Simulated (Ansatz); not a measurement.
## InSe (P-6m2): the LDA gap against the k mesh of the density

Aim: see how gap, energy and time of InSe (P-6m2) follow the k mesh of the density.

Main program and level: Ansatz 0.2.0; DFT, LDA, plane waves, PAW.

## (1) The structure

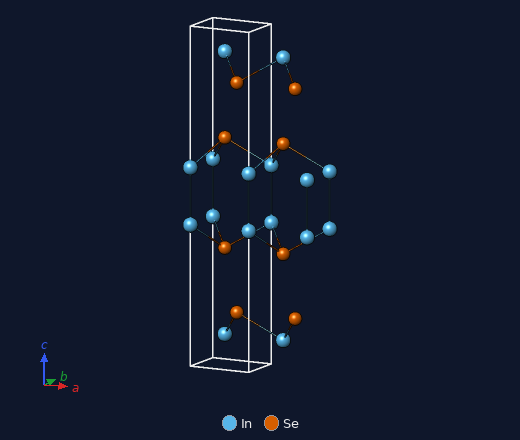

The starting structure, seen slightly off an axis (indium blue, selenium orange). 2×1×1 cells are drawn. Some periodic images of atoms are drawn too.

The structure was relaxed with LDA. The runs that relaxed it are not among those shown. The default PAW set here is soft_2. Its files were made with PBE.

## (2) k mesh of the density: 3×3×1

input.yaml

```yaml
crystal:
  lattice:
    - [3.9748709455, 0.0, 0.0]
    - [-1.9874354728, 3.4423392156, 0.0]
    - [0.0, 0.0, 16.2636494814]
  atoms:
    - { symbol: In, position: [0.0, 0.0, 0.5842950809] }
    - { symbol: In, position: [0.0, 0.0, 0.4157049191] }
    - { symbol: In, position: [0.3333333333, 0.6666666667, 0.9156997426] }
    - { symbol: In, position: [0.3333333333, 0.6666666667, 0.0843002574] }
    - { symbol: Se, position: [0.6666666667, 0.3333333333, 0.8378264049] }
    - { symbol: Se, position: [0.6666666667, 0.3333333333, 0.1621735951] }
    - { symbol: Se, position: [0.3333333333, 0.6666666667, 0.6621026916] }
    - { symbol: Se, position: [0.3333333333, 0.6666666667, 0.3378973084] }
kpoints:
  mp_grid: { grid: [3, 3, 1] }
  band_path:
    path:
      - [0.0, 0.0, 0.0]
      - [0.5, 0.0, 0.0]
      - [0.33333333, 0.33333333, 0.0]
      - [0.0, 0.0, 0.5]
      - [0.5, 0.0, 0.5]
      - [0.33333333, 0.33333333, 0.5]
    npoints: 1
hamiltonian:
  xc: lda
scf:
  occupations: { method: fixed }
  n_extra_bands: 6
output:
  eigenvalues: true
  forces: true
  stress: true
```

The run is started by

```
$ ansatz run input.yaml --threads 3 --pin off --max-ram 92160MiB --backend cuda --events-out ev --progress --plain --runs-dir out --devices 1 --max-vram 13GiB
```

Numbers of over 12 decimals in the logs are rounded to 6 here.

The log of the run:

```text
scf.n_extra_bands = 6 over 58 filled bands (N_el = 116.0): the run solves 64 bands
GPUs: using 1 of 1 available (devices: 1).
Engine: ansatz 0.2.0, x86_64-unknown-linux-gnu
Pseudopotentials: kind: paw
Pseudopotential: In, paw, valence charge 13, recommended cutoff 420 eV (normal), In.paw.azcp
Pseudopotential: Se, paw, valence charge 16, recommended cutoff 420 eV (normal), Se.paw.azcp
Functional definition: SPW92
  exchange = slater_x
  correlation = pw_c
device memory: the entry about to start is reckoned to put 4.9 GiB on a device that reports 36.8 GiB free (of which the cap on the GPU budget leaves the run 13.0 GiB)
GPU FFT provider: cuFFT
GPU libraries: cuBLAS 13.8.2, cuFFT 12.4.0, cuSOLVER 12.3.4
Crystal: 8 atoms, lattice volume = 222.533 Å³
Basis set: ecut = 420 eV, 4387 PW (Γ)
Bands: 64, of which v1, the nominal top of the filled ones, is band 58 counted from 1 (57 counted from 0)
Symmetry: 12 space group operations
Space group: P-6m2 (ITA 187), of the structure as read, at distance tolerance 6.1e-5 Å
k-points: 3 of 9 (time reversal used)
Non-local potential: In, projectors of the file, l = 0: 2, l = 1: 2, l = 2: 2, l = 3: 2
Non-local potential: Se, projectors of the file, l = 0: 2, l = 1: 2, l = 2: 3, l = 3: 1
PAW form: soft (Blöchl's): semilocal exchange-correlation on the pseudo side does not see the compensation charge
PAW frozen core: In, regenerated for the run's functional, and the local potential with it (the file was generated under x = pbe(κ = 0.804, μ = 0.219515), c = pbe(β = 0.066725))
PAW frozen core: Se, regenerated for the run's functional, and the local potential with it (the file was generated under x = pbe(κ = 0.804, μ = 0.219515), c = pbe(β = 0.066725))
PAW one-centre angular grid: In, 590 points (default); XC on 64 Gauss nodes
PAW one-centre angular grid: Se, 590 points (default); XC on 64 Gauss nodes
Initial density: superposition of atomic densities (neutral atoms: chi_scale 0, normalization atom), corrected by the library's trained network
Initial wavefunctions: pseudopotential atomic-orbital guess
GPU buffer pool allocated for 87480 grid points (all kernels)
GPU transforms: local potential and band sums: pruned to the plane-wave sphere, on 25×25×120
Functional: x = slater, c = lda
SCF iter   1: F=—  HF=-43364.826846 eV  |F-HF|=—  |Δ(HF+E_count)|=         —  Δρ=6.40e-3  dr2=6.21e-2  ethr=1.77e-3  ⟨swp⟩=5.0  Hψ=679  notcnv=0  defer=11
preconditioner: auto → Resta (q_TF=auto, 2.448 Å⁻¹)  ε∞=4.0  [insulator: Δε(μ)=0.149 eV  Ē_g=12.599 eV  n_scr=66 (ndim 8)  ℏωp=21.7 eV  f_vac=0.064  ε∞_Penn≈4.0]
SCF iter   2: F=—  HF=-43364.807535 eV  |F-HF|=—  |Δ(HF+E_count)|=   1.93e-2  Δρ=2.65e-3  dr2=9.03e-3  ethr=5.35e-5  ⟨swp⟩=2.3  Hψ=356  notcnv=0  defer=12
SCF iter   3: F=—  HF=-43364.805170 eV  |F-HF|=—  |Δ(HF+E_count)|=   2.37e-3  Δρ=5.89e-4  dr2=6.07e-4  ethr=7.78e-6  ⟨swp⟩=2.0  Hψ=306  notcnv=0  defer=12
SCF iter   4: F=—  HF=-43364.805214 eV  |F-HF|=—  |Δ(HF+E_count)|=   4.41e-5  Δρ=9.21e-5  dr2=4.85e-5  ethr=5.23e-7  ⟨swp⟩=2.0  Hψ=240  notcnv=0  defer=11
SCF iter   5: F=—  HF=-43364.805035 eV  |F-HF|=—  |Δ(HF+E_count)|=   1.80e-4  Δρ=3.62e-5  dr2=4.57e-6  ethr=4.18e-8  ⟨swp⟩=2.0  Hψ=330  notcnv=0  defer=6
SCF iter   6: F=—  HF=-43364.805035 eV  |F-HF|=—  |Δ(HF+E_count)|=   4.63e-8  Δρ=1.38e-5  dr2=8.55e-7  ethr=3.94e-9  ⟨swp⟩=2.0  Hψ=360  notcnv=0  defer=6
SCF iter   7: F=-43364.805035 eV  HF=-43364.805035 eV  |F-HF|=5.97e-9  |Δ(HF+E_count)|=   1.03e-7  Δρ=4.28e-6  dr2=7.07e-8  ethr=8.62e-11  ⟨swp⟩=9.7  Hψ=1164  notcnv=0
SCF 1 converged in 7 iterations: F = -43364.805035 eV  dr2 = 7.07e-8
[...]
device memory: the entry about to start is reckoned to put 3.9 GiB on a device that reports 36.8 GiB free (of which the cap on the GPU budget leaves the run 13.0 GiB)
NSCF: frozen V_eff on 6 k-points
SCF converged after 7 iterations
Free energy (F): -43364.805035 eV
Harris-Foulkes:  -43364.805035 eV  (|F-HF|=5.97e-9)
Internal energy: -43364.805035 eV  (E = F + TS)
E sigma→0 (E₀):  -43364.805035 eV
Fermi energy:    7.754218 eV
--- Per-component energies (eV) ---
  E_band       = -1794.719906
  E_kinetic    = 1456.213058
  E_local      = -15479.566452  (includes V_loc(G=0)·N_el)
  E_nonlocal   = -875.985946
  E_hartree    = 7132.301343
  E_xc         = -1269.168865
  E_vxc        = -799.295146  (∫ρ·V_xc dr)
  E_paw        = -23370.470915  (= ΣΔE_a)
  E_vpaw       = -360.686501  (= ΣTr[D̂ρ^β])
  E_aug_tail   = -0.002296  (compensation charges beyond the density's cutoff)
  E_ewald      = -10968.132557
  E_core_change = 10.007595  (= ΣΔE_core)
  E_smearing   = -0.000000  (= −TS)
  E_closure    = 0.000000  (closes the sum)
  Σ components = -43364.805035   (vs F -43364.805035, Δ=0.00e0)
--- Forces (eV/Å), atoms counted from 1 ---
  atom   1  In     0.00000000    -0.00000000    -0.01159883
  atom   2  In     0.00000000    -0.00000000     0.01159883
  atom   3  In     0.00000000    -0.00000000     0.02343826
  atom   4  In     0.00000000    -0.00000000    -0.02343826
  atom   5  Se    -0.00000000     0.00000000    -0.06139671
  atom   6  Se    -0.00000000     0.00000000     0.06139671
  atom   7  Se    -0.00000000     0.00000000     0.06385450
  atom   8  Se    -0.00000000     0.00000000    -0.06385450
  max |Σ_I F_I| component: 3.70e-17 eV/Å
--- Stress (GPa, compression-positive) ---
        1.436727       0.000000       0.000000
        0.000000       1.436727      -0.000000
        0.000000      -0.000000      -0.588019
  P = ⅓ Tr σ = 0.7618 GPa (7.618 kbar)
--- Band table (eV) ---
  k-point 0: bands = [... 54 lower, 6.4714, 6.5630, 6.5630, 7.7542, 7.9039, 9.4315, 9.6149, 9.7003, ... 2 higher]
  k-point 1: bands = [... 54 lower, 5.7311, 5.8449, 6.2555, 6.6181, 8.9598, 9.1771, 9.6987, 9.7154, ... 2 higher]
  k-point 2: bands = [... 54 lower, 5.4138, 5.5639, 5.6343, 5.9029, 9.2928, 9.3016, 9.8710, 10.1672, ... 2 higher]
```

Wall time 5.6 s (1 × NVIDIA H100 80GB HBM3 (shared by 6 runs) with 3 threads of AMD EPYC 7R13 (Zen 3), shared host); peak memory 0.95 GiB; 6.9 s of CPU time.

Reading the cycles: dr2 is the Hartree energy of the density residual (eV), the measure of convergence; HF is the Harris–Foulkes estimate of the energy, which meets the free energy F at convergence.

Numbers from this step:

| Item | Value |
| --- | --- |
| pressure | 0.7618 GPa |
| gap | 0.1497 eV |
| valence top at | Γ |
| conduction bottom at | Γ |
| least direct gap | 0.1497 eV |

The gap is direct, at Γ.

## (3) k mesh of the density: 6×6×2 (the default)

input.yaml, the sections that differ from step 2:

```yaml
kpoints:
  mp_grid: { grid: [6, 6, 2] }
  band_path:
    path:
      - [[0.0, 0.0, 0.0], [0.5, 0.0, 0.0], [0.33333333, 0.33333333, 0.0], [0.0, 0.0, 0.0], [0.0, 0.0, 0.5], [0.5, 0.0, 0.5], [0.33333333, 0.33333333, 0.5], [0.0, 0.0, 0.5]]
      - [[0.5, 0.0, 0.5], [0.5, 0.0, 0.0]]
      - [[0.33333333, 0.33333333, 0.5], [0.33333333, 0.33333333, 0.0]]
    npoints: 10
scf:
  occupations: { method: fermi_dirac, width: 0.02 }
  n_extra_bands: 6
output:
  eigenvalues: true
  forces: true
  stress: true
  write_density: true
  write_potential: true
  elf: true
  volumetric_format: npy
# crystal, hamiltonian: as in step 2
```

The log of the run:

```text
[...]
GPUs: using 1 of 1 available (devices: 1).
[...]
GPU FFT provider: cuFFT
GPU libraries: cuBLAS 13.8.2, cuFFT 12.4.0, cuSOLVER 12.3.4
Crystal: 8 atoms, lattice volume = 222.533 Å³
Basis set: ecut = 420 eV, 4387 PW (Γ)
Bands: 64, of which v1, the nominal top of the filled ones, is band 58 counted from 1 (57 counted from 0)
[... 1 set-up line as in the run before ...]
[...]
k-point 0: bands = [... 54 lower, 6.4115, 6.5012, 6.5012, 7.7155, 7.8870, 9.4134, 9.6114, 9.6844, ... 2 higher]
  k-point 1: bands = [... 54 lower, 6.4669, 6.4669, 6.6103, 6.6579, 8.8028, 8.9060, 9.6688, 9.6972, ... 2 higher]
  k-point 2: bands = [... 54 lower, 6.1197, 6.2528, 6.4411, 7.4406, 9.2184, 9.7717, 10.2098, 10.3595, ... 2 higher]
  k-point 13: bands = [... 54 lower, 5.0572, 5.4396, 5.6484, 6.0677, 9.0641, 9.4090, 9.9001, 10.2316, ... 2 higher]
[key lines of the parts left out:]
SCF converged after 7 iterations
Free energy (F): -43365.489260 eV
Fermi energy:    7.801258 eV
P = ⅓ Tr σ = -0.0066 GPa (-0.066 kbar)
```

Wall time 15 s (1 × NVIDIA H100 80GB HBM3 (shared by 6 runs) with 3 threads); peak memory 1 GiB.

This step gave:

| Property | Result |
| --- | --- |
| pressure | -0.006572 GPa |
| gap | 0.1715 eV |
| valence top at | Γ |
| conduction bottom at | Γ |
| least direct gap | 0.1715 eV |

The gap is 0.171 eV, +0.022 eV from the run before at this level.

## (4) k mesh of the density: 12×12×2

input.yaml, the sections that differ from step 3:

```yaml
kpoints:
  mp_grid: { grid: [12, 12, 2] }
  band_path:
    path:
      - [0.0, 0.0, 0.0]
      - [0.5, 0.0, 0.0]
      - [0.33333333, 0.33333333, 0.0]
      - [0.0, 0.0, 0.5]
      - [0.5, 0.0, 0.5]
      - [0.33333333, 0.33333333, 0.5]
    npoints: 1
scf:
  occupations: { method: fixed }
  n_extra_bands: 6
output:
  eigenvalues: true
  forces: true
  stress: true
# crystal, hamiltonian: as in step 3
```

The log of the run:

```text
[...]
GPUs: using 1 of 1 available (devices: 1).
[...]
GPU FFT provider: cuFFT
GPU libraries: cuBLAS 13.8.2, cuFFT 12.4.0, cuSOLVER 12.3.4
Crystal: 8 atoms, lattice volume = 222.533 Å³
Basis set: ecut = 420 eV, 4387 PW (Γ)
Bands: 64, of which v1, the nominal top of the filled ones, is band 58 counted from 1 (57 counted from 0)
[... 1 set-up line as in the run before ...]
[...]
k-point 0: bands = [... 54 lower, 6.4084, 6.4979, 6.4979, 7.7141, 7.8860, 9.4122, 9.6108, 9.6836, ... 2 higher]
  k-point 1: bands = [... 54 lower, 6.4637, 6.4637, 6.6091, 6.6567, 8.8017, 8.9048, 9.6681, 9.6965, ... 2 higher]
  k-point 2: bands = [... 54 lower, 6.3295, 6.3785, 6.4316, 7.6703, 8.4753, 9.5760, 10.0080, 10.0295, ... 2 higher]
  k-point 37: bands = [... 54 lower, 5.0558, 5.4380, 5.6478, 6.0666, 9.0639, 9.4087, 9.8994, 10.2305, ... 2 higher]
[key lines of the parts left out:]
SCF converged after 7 iterations
Free energy (F): -43365.503642 eV
Fermi energy:    7.714117 eV
P = ⅓ Tr σ = -0.0281 GPa (-0.281 kbar)
```

It took 19 s on 1 × NVIDIA H100 80GB HBM3 (shared by 6 runs) with 3 threads; peak memory 0.99 GiB; 45 s of CPU time.

This step gave:

```
pressure             : -0.02814 GPa
gap                  : 0.1718 eV
valence top at       : Γ
conduction bottom at : Γ
least direct gap     : 0.1718 eV
```

The gap is 0.172 eV, as in the run before at this level.

## (5) The series

Differences are against the last row; a negative gap means that bands overlap, and a run with a band path holds that path's time. Times are wall times on 1 × NVIDIA H100 80GB HBM3 (shared by 6 runs) with 3 threads of AMD EPYC 7R13 (Zen 3), shared host, good to a factor of about two.

```
k mesh of the density  gap (eV)  direct gap (eV)  gap error (eV)  energy error (meV/atom)  irreducible k   time
                3×3×1     0.150            0.150          −0.022                    +87.3              3  5.6 s
                6×6×2     0.171            0.171         −0.0004                     +1.8             14   15 s
              12×12×2     0.172            0.172          +0.000                     +0.0             38   19 s
```

## (6) What came out

| Quantity | Value |
| --- | --- |
| 3×3×1 | 0.150 eV |
| 6×6×2 | 0.171 eV |
| 12×12×2 | 0.172 eV |

**Reading.** The gap holds to 0.02 eV from 6×6×2 on. At 3×3×1 the gap is off by −0.022 eV and the energy by +87 meV/atom. The gap is read over the mesh and added points near the edges, so meshes differ mainly through the density and, for a hybrid, the exchange operator.

[Paths, hosts, dates, memory and timing lines, banners, echoed tables and standing remarks are left out of the program output.]

[Logs are printed without paths, hosts, clocks, repeated set-up lines and the standing remarks that a program may print on its own settings, such as how far it seeks lower states.]

[Runs of the session that timed out or met a known fault of the program may be left out.]

[Cells called generated may have been cut or substituted from an entry of the Crystallography Open Database or the Materials Project.]

[Hosts, paths, dates, database ids (printed as entryN), source tags and the programs' standing remarks are cut or masked in the printed files.]
